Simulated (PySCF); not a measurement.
**C$_{2}$H$_{4}$GeNO, doublet, SMILES `N#CC[O][GeH2]`: what the electrons do**

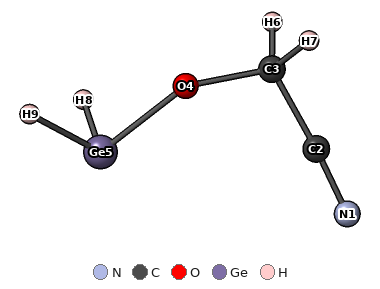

The molecule, with its atoms numbered as below. No frequency check shows the geometry to be a minimum.

Geometry (Å), atoms numbered from 1:

```
N1       2.5619   -1.1982    0.1052
C2       2.0658   -0.1770   -0.0262
C3       1.3594    1.0781   -0.1808
O4       0.0430    1.0013    0.2873
Ge5     -1.1988   -0.2721    0.0009
H6       1.3860    1.3522   -1.2465
H7       1.8825    1.8524    0.3985
H8      -1.4181   -0.1738   -1.5940
H9      -2.3176    0.6486    0.6182
```

Part 1: Bonding charge

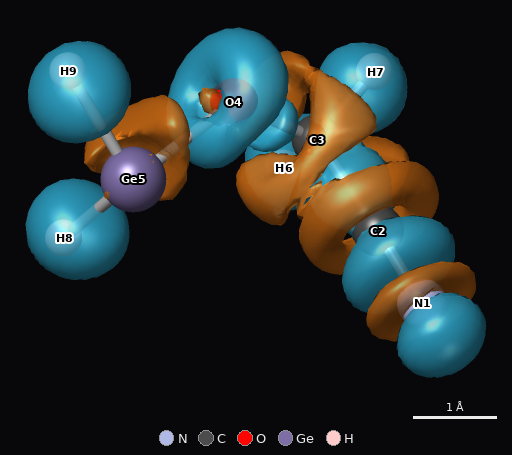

Deformation density (molecule less spherical, spin-averaged free atoms at the same positions), surfaces at ±0.07 e/Å³; light blue: gain, orange: loss.

Computed with PySCF, PBE/def2-SVP, geometry: GFN2-xTB. The stability of the open-shell solution wasn't checked. GFN2-xTB doesn't know the spin state, so this open-shell geometry is rough.

Question: How much density has each bond gained at its critical point, relative to the free atoms?

Answer: N1–C2: +0.85 e/Å³ at the bond critical point (bond length 1.14 Å, Mayer order 3.0). C3–H7: +0.70 e/Å³ at the bond critical point (bond length 1.10 Å, Mayer order 0.9). C3–H6: +0.69 e/Å³ at the bond critical point (bond length 1.10 Å, Mayer order 0.9). C2–C3: +0.47 e/Å³ at the bond critical point (bond length 1.45 Å, Mayer order 1.1). Ge5–H9: +0.22 e/Å³ at the bond critical point (bond length 1.57 Å, Mayer order 0.9). Ge5–H8: +0.20 e/Å³ at the bond critical point (bond length 1.61 Å, Mayer order 0.9). C3–O4: +0.15 e/Å³ at the bond critical point (bond length 1.40 Å, Mayer order 1.0). O4–Ge5: −0.01 e/Å³ at the bond critical point (bond length 1.80 Å, Mayer order 1.0); up to 0.6 Å beside the axis the gain reaches +0.18 e/Å³. In all, 1.9 electrons gather in the regions of gain relative to the promolecule. A small or negative value marks a very polar bond, one between electron-rich atoms, whose free-atom densities already overlap strongly, a long bond to a heavier atom, or a closed-shell contact such as a hydrogen bond.

Part 2: Bond critical points

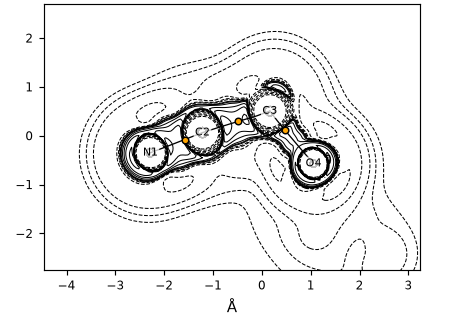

Negative Laplacian of the density (−∇²ρ) in the plane of N1, C2, C3 and O4 (solid lines positive, dashed lines negative, contours at ±0.02 to ±8 a.u.), with bond paths and bond critical points (dots).

Question: At which bond critical points in this plane is charge locally concentrated, and at which depleted?

Answer: Concentrated (∇²ρ < 0): C2–C3 (−0.66 a.u.); C3–O4 (−0.54 a.u.). Depleted (∇²ρ > 0): N1–C2 (+0.46 a.u., H = −0.886). A positive Laplacian with clearly negative H marks a strongly polar covalent bond, whose critical point lies close to the core of the less electronegative atom.

Question: Where along N1–C2 does the critical point lie?

Answer: 0.75 Å from N1 and 0.39 Å from C2.

Part 3: Local ionisation energy

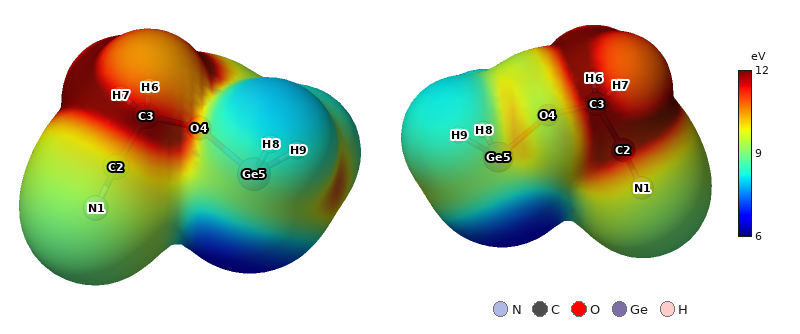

Average local ionisation energy on the surface of electron density 0.001 a.u. (back view left, front view right).

Question: Locate the minima of the map.

Answer: The lowest value is 6.6 eV, 2.4 Å from Ge5. Further minima include 7.9 eV, 1.5 Å from H8; 8.1 eV, 1.5 Å from H9; 8.8 eV, 1.8 Å from N1. For comparison, the highest occupied orbital lies at −5.7 eV.

Part 4: Spin density

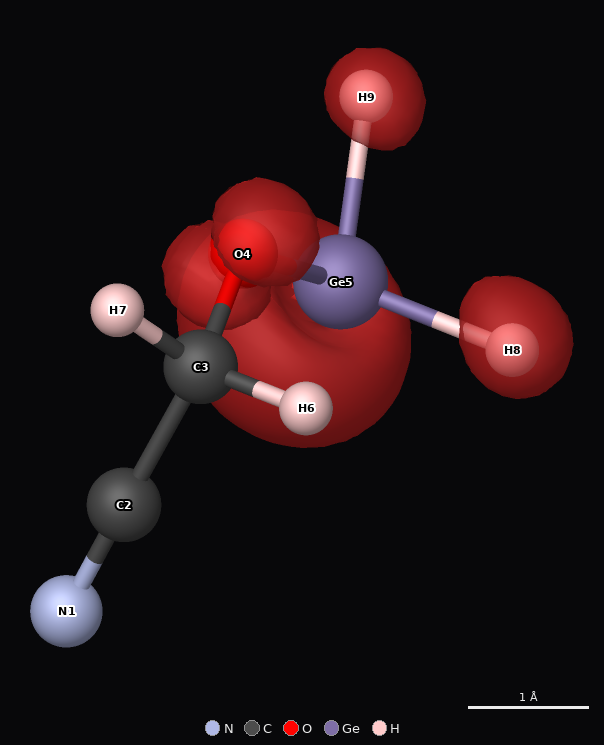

Spin density ρα − ρβ at ±0.05 e/Å³ (red: excess α, blue: excess β).

Question: Where is the unpaired spin?

Answer: Hirshfeld spin populations: Ge5 +0.66, O4 +0.13, H8 +0.11 and H9 +0.08. ⟨S²⟩ = 0.75, as for a pure state.

Part 5: In an electric field

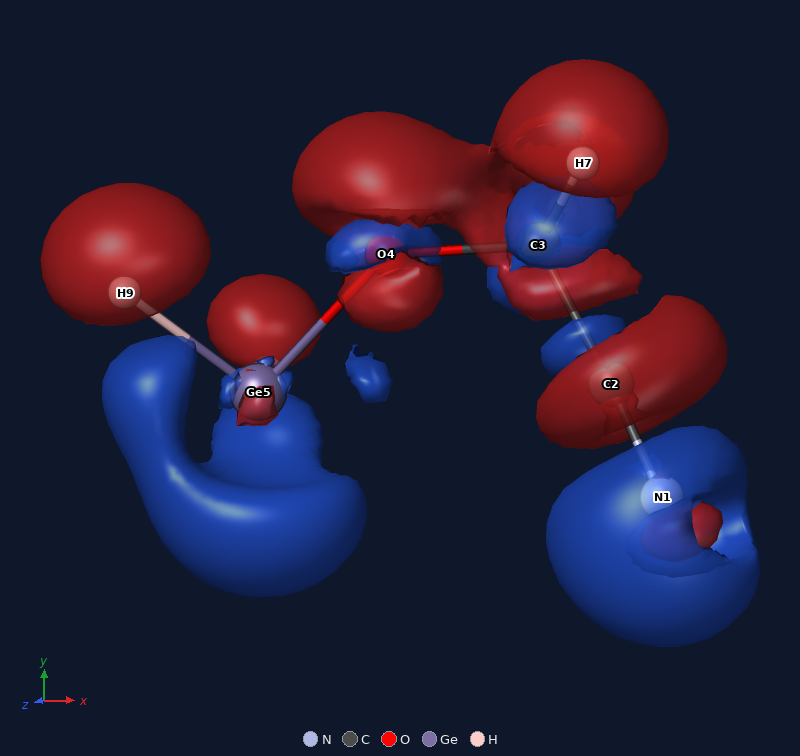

Change of the electron density in a uniform field of 0.21 V/Å, surfaces at ±0.0015 e/Å³ (blue: gain, red: loss).

PySCF calculation, TPSS/def2-SVPD, gas phase; geometry: GFN2-xTB. The stability of the open-shell solution wasn't checked. GFN2-xTB doesn't know the spin state, so this open-shell geometry is rough.

The field was applied in both directions; the picture shows the one opposite to the script's first.

Question: Along which Cartesian direction does the field point?

Answer: Along +y: electrons gather on the −y side, against the field.

Question: What dipole is induced, and what polarisability does it imply?

Answer: The induced dipole is 0.67 D (along the field); α along this axis, from the fields in both directions, is 66 bohr³ (9.7 Å³).

The PySCF runs shown took 63 s and 5.6 min on 1 thread of AMD EPYC (Zen 3), on a shared host.
